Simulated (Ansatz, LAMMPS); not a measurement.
**amorphous carbon (220 atoms): close-ups with forces and charges**

Density of this cell: 2.92 g/cm³. The cell holds 220 atoms: 220 C. Its edges and angles: a = 11.455 Å, b = 11.455 Å, c = 11.455 Å, α = 90.0°, β = 90.0°, γ = 90.0°. 220 atoms (220 C) placed at random at 2.92 g/cm³, melted at 6000 K for 10 ps at fixed volume with the Tersoff potential (Tersoff, Phys. Rev. B 39, 5566 (1989)). Quenched from 6000 K to 300 K at 100 K/ps and fixed volume, held 5 ps, then minimised at fixed cell.

Method: Kohn-Sham DFT, PBE, PAW (set soft_2), plane waves (Ansatz 0.2.0; cutoff 420 eV, Γ point, gaussian smearing of 0.05 eV), at the geometry as built.

The whole cell was solved; only parts of it are printed.

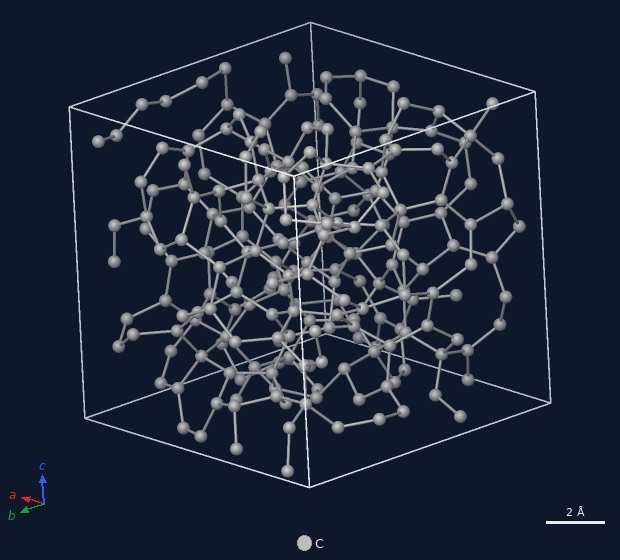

The whole cell (carbon light grey). Some periodic images of atoms are drawn too.

A closer look about C150, which bears the longest force: 46 atoms, nearest first, numbered in the order of the input, with positions taken from that point.

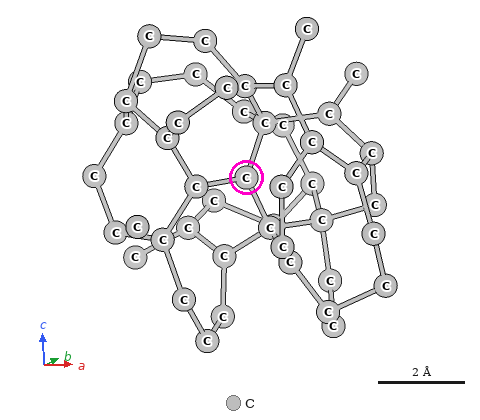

The atoms of the table, within 4.2 Å (arrows a, b, c point along x, y, z); some may hide others; the central atom is ringed.

```
atom      x      y      z  distance (Å)  bonds  Löwdin charge (e)     Fx     Fy  Fz (eV/Å)
C150   0.00   0.00   0.00          0.00      3               0.07  -2.95  -3.99       0.26
 C83   0.30   0.59  -1.25          1.41      4               0.03   0.59  -0.13      -1.09
 C35   0.15   0.84   1.18          1.45      4               0.03   0.97   0.42      -1.19
 C43  -0.69  -1.35  -0.04          1.52      3              -0.02   0.64   3.24       0.89
C102   0.12  -0.16   2.17          2.18      3               0.07  -0.12  -2.58       2.93
 C79   1.22  -0.43  -1.91          2.31      3               0.03  -1.40  -2.63       0.16
C200  -0.98   0.79  -1.97          2.33      3               0.00  -1.00  -0.62       1.04
 C85  -0.83   1.92   1.28          2.46      3               0.00  -1.01   2.05       0.80
C154  -1.54  -1.49  -1.29          2.50      3               0.03   0.97   3.10      -1.09
C183   1.51   1.50   1.33          2.51      3              -0.03  -0.07   0.94       0.58
C173   0.99   2.01  -1.25          2.57      4               0.03   0.74   0.50      -0.10
C132   2.18  -1.12   1.02          2.65      3              -0.02  -0.34   1.78      -2.21
C140  -1.02  -2.17   1.20          2.69      3              -0.01   1.92   0.61      -1.22
 C64   1.41  -0.77   2.29          2.80      3               0.05   1.02  -0.20      -0.74
 C84   1.66  -1.86  -1.35          2.83      3               0.01   0.75   1.23      -0.35
C192   1.84  -2.20   0.11          2.87      3               0.01   0.01   0.18      -1.59
C202   2.86  -0.16   0.17          2.87      3               0.04   0.05  -2.75      -0.69
C117  -2.14   1.41  -1.40          2.92      3               0.00  -0.28   2.17      -0.68
C163   2.66   1.23   0.45          2.97      4               0.03  -0.05   1.53       1.03
C114  -2.75  -0.57   1.31          3.09      3              -0.01  -1.55  -0.04       0.13
 C62   2.44   1.82  -0.84          3.16      3               0.02  -0.31   1.03      -1.30
C100  -0.92  -1.80  -2.64          3.32      3               0.06   1.90   1.07       0.71
C128  -2.92  -1.02  -1.20          3.32      3               0.07   1.09  -0.59       1.50
C116  -0.86  -0.13   3.21          3.33      3               0.04  -0.51   0.44       2.08
C179  -0.44   3.25   0.79          3.37      3               0.02  -0.18   1.08       2.48
C118   0.21   3.35  -0.58          3.41      4               0.03   0.99  -0.94       0.26
 C96  -1.98   1.80   2.15          3.43      3               0.06  -0.45  -0.66      -1.80
 C95  -2.20  -1.81   2.00          3.48      4               0.04  -1.23  -0.47      -0.42
 C50  -2.04   2.75  -0.94          3.55      3               0.05  -0.48  -0.29       0.32
 C77  -1.01   0.64  -3.36          3.57      3               0.02   0.87   0.94      -2.11
 C80  -3.54  -0.73   0.07          3.61      3               0.01   0.54   1.02       0.45
C162  -2.90   0.68   2.11          3.65      3               0.04   1.83   1.22      -0.65
C170   1.93   0.04  -3.13          3.67      4               0.04  -1.25  -0.71      -0.25
C160   3.45  -0.65  -1.17          3.70      3               0.06   0.62  -0.89       1.33
 C69  -0.25  -3.32   1.73          3.75      3              -0.01  -1.44  -0.48       0.00
 C34   0.95   2.49  -2.73          3.81      4               0.04   1.66  -0.13       0.03
C212   1.73   2.67   2.11          3.82      3               0.07  -2.08  -0.20      -0.47
C153  -0.82  -0.76  -3.75          3.91      3               0.05   0.54   1.00       0.63
 C76  -0.89   3.54  -1.61          4.00      4               0.04  -1.22  -0.99       1.52
 C18   0.89  -3.01   2.52          4.03      3               0.06   3.42   0.82       0.37
 C24  -3.35   1.07  -2.07          4.08      3               0.03  -0.64   2.78       0.53
C197  -1.74  -1.35   3.47          4.11      4               0.06  -0.26  -0.80      -0.42
C101   1.47   1.38  -3.64          4.17      3               0.03   0.43   0.08      -0.88
 C53   3.35   0.18  -2.50          4.19      4               0.05   1.98  -0.37       0.15
C198  -1.07  -4.01  -0.64          4.20      3               0.00  -1.72  -2.59       0.08
C182   1.99  -0.74   3.62          4.20      3               0.06   1.45   0.92      -1.66
```

The column of bonds counts only the pairs C-C within 1.85 Å; other neighbours, such as metal atoms beside each other in a compound, aren't counted, and periodic images can show an atom twice.

The surroundings of C10, whose charge lies farthest from its element's mean, nearest first, numbered as they follow in the input and with coordinates relative to it.

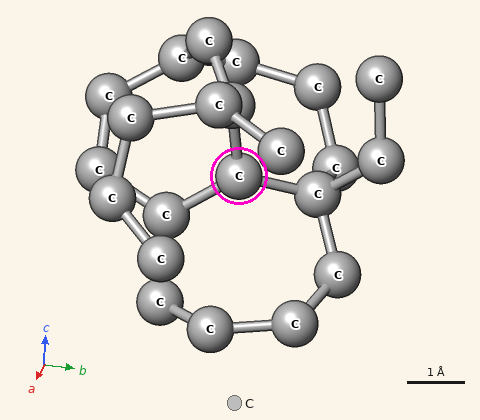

The atoms of the table, within 3.2 Å (arrows a, b, c point along x, y, z); some may hide others; the central atom is ringed.

```
atom      x      y      z  distance (Å)  bonds  Löwdin charge (e)     Fx     Fy  Fz (eV/Å)
 C10   0.00   0.00   0.00          0.00      3              -0.08  -0.10  -2.31      -1.87
 C13   0.17  -0.17   1.46          1.48      3               0.02  -2.26  -2.39       0.99
C165  -0.63   1.30  -0.46          1.52      4               0.03   0.17   0.96       0.51
C179   0.11  -1.23  -0.92          1.54      3               0.02  -0.18   1.08       2.48
C189  -0.89  -0.85   2.10          2.44      3               0.04   2.17   0.88       0.30
 C14   0.09   1.88  -1.60          2.47      3               0.07   0.61   1.21      -1.20
C213  -0.38   2.44   0.51          2.53      3              -0.02  -0.16   0.90       1.79
 C85  -0.28  -2.55  -0.43          2.61      3               0.00  -1.01   2.05       0.80
  C8   1.52  -0.15   2.14          2.63      4               0.04  -0.13   0.36      -0.21
 C38  -1.83  -1.49   1.19          2.64      3               0.02  -0.28  -0.47       1.45
 C99  -2.19   1.31  -0.72          2.65      4               0.04  -0.88   0.01       0.07
C118   0.77  -1.13  -2.30          2.67      4               0.03   0.99  -0.94       0.26
C149   1.76  -0.01  -2.17          2.79      3               0.00  -1.74   2.34      -0.07
C193   1.42   1.42  -1.99          2.83      3               0.03   1.38  -2.04      -0.37
C212   2.28  -1.80   0.40          2.93      3               0.07  -2.08  -0.20      -0.47
  C5   1.75  -1.66   1.75          2.98      3               0.08   0.75  -1.48      -0.24
  C6  -2.87   0.77   0.46          3.01      3               0.00  -1.59   0.43      -0.95
 C96  -1.42  -2.67   0.44          3.06      3               0.06  -0.45  -0.66      -1.80
 C33  -0.63   2.28   1.98          3.08      3               0.02  -0.88  -0.56       0.63
 C61   2.31   1.16   1.82          3.16      3              -0.01   1.74   0.99       0.04
 C97   3.08  -0.73  -0.23          3.17      3               0.00   0.07  -2.93       0.76
C220  -3.03  -0.74   0.63          3.18      4               0.04   0.52  -0.09      -0.71
```

The column of bonds counts only the pairs C-C within 1.85 Å; other neighbours, such as metal atoms beside each other in a compound, aren't counted, and periodic images can show an atom twice.

Local excerpt of 22 atoms (numbers count through the whole input) about C2, picked at random; x, y, z are measured from there.

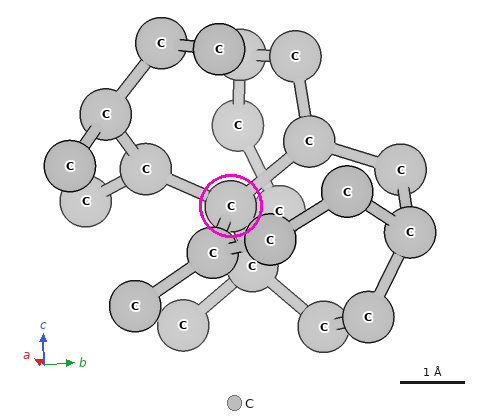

The atoms of the table, within 3.2 Å (arrows a, b, c point along x, y, z); some may hide others; the central atom is ringed.

```
atom      x      y      z  distance (Å)  bonds  Löwdin charge (e)     Fx     Fy  Fz (eV/Å)
  C2   0.00   0.00   0.00          0.00      4               0.04   0.87   0.43       1.85
C162   1.17  -0.07  -0.87          1.46      3               0.04   1.83   1.22      -0.65
C185  -1.21   0.07  -0.82          1.46      4               0.05  -0.88   0.62      -1.70
 C86   0.00  -1.35   0.67          1.51      3              -0.02  -1.46   0.11      -1.98
 C37  -0.04   1.29   0.97          1.62      3              -0.02   1.45   0.33      -1.03
C164  -2.22   0.33   0.17          2.25      3               0.09  -2.60   0.47       1.91
C169  -1.09   1.22  -1.86          2.48      3              -0.05   2.04   1.97      -0.43
 C96   2.10   1.06  -0.83          2.49      3               0.06  -0.45  -0.66      -1.80
C114   1.33  -1.32  -1.68          2.51      3              -0.01  -1.55  -0.04       0.13
 C44   1.13  -1.74   1.43          2.52      4               0.03  -0.01  -1.32       0.04
 C29  -1.56  -1.14  -1.66          2.54      3               0.01  -3.27  -1.92       1.52
C184  -0.25   1.07   2.37          2.61      3               0.02  -0.14  -1.15       0.15
C171  -0.81  -2.51   0.31          2.65      3               0.04   2.92   0.39      -0.08
 C32  -2.22  -0.30   1.57          2.73      3               0.01  -0.26   1.06       0.63
C166  -0.43   2.67   0.49          2.75      4               0.07  -2.24   1.15       0.75
 C38   1.69   2.24  -0.08          2.80      3               0.02  -0.28  -0.47       1.45
C138  -1.19  -0.02   2.56          2.82      3               0.06  -0.07   1.38      -3.30
 C73   0.12   2.19  -1.90          2.91      3              -0.01  -1.71  -2.08      -0.86
C210   1.40  -0.75   2.48          2.95      3               0.03   1.34   2.96       0.00
C220   0.49   2.99  -0.64          3.09      4               0.04   0.52  -0.09      -0.71
C197   2.33  -2.10   0.49          3.17      4               0.06  -0.26  -0.80      -0.42
C111   2.27   0.35   2.22          3.20      3               0.05   0.60  -2.16      -0.46
```

The column of bonds counts only the pairs C-C within 1.85 Å; other neighbours, such as metal atoms beside each other in a compound, aren't counted, and periodic images can show an atom twice.

Neighbours are counted within 1.85 Å (C-C).

Length of the force by element and coordination:

```
element  coordination  atoms  mean length of the force (eV/Å)  spread  least  most
      C           all    220                             1.98   0.935  0.342  4.97
      C             3    160                             2.21   0.944  0.343  4.97
      C             4     60                             1.37   0.556  0.342  3.32
```

The mean of these charges, 0.025 e, is only the charge that the projection spills.

Löwdin charges by element and coordination (they lack the spilled electrons, 0.025 e an atom on average):

```
element  coordination  atoms  mean charge (e)  spread    least    most
      C           all    220           0.0254  0.0292  -0.0759  0.0904
      C             3    160           0.0207  0.0324  -0.0759  0.0904
      C             4     60           0.0379  0.0108   0.0181  0.0664
```

The quench rate of 100 K/ps is many orders above laboratory rates, so the cell is likely richer in defects and strain than a real sample. The network of bonds at the start is that of the classical potential that made the cell, and needn't be the one that DFT or experiment would give. Only the Γ point is sampled, in a cell whose shortest periodic width is 11 Å, which is coarse for a cell with partly filled levels. The Löwdin charges lack the electrons that the projection spills, 0.025 e an atom on average.

[Logs are printed without paths, hosts, clocks, repeated set-up lines and the standing remarks that a program may print on its own settings, such as how far it seeks lower states.]

[Hosts, paths, dates, database ids (printed as entryN), source tags and the programs' standing remarks are cut or masked in the printed files.]
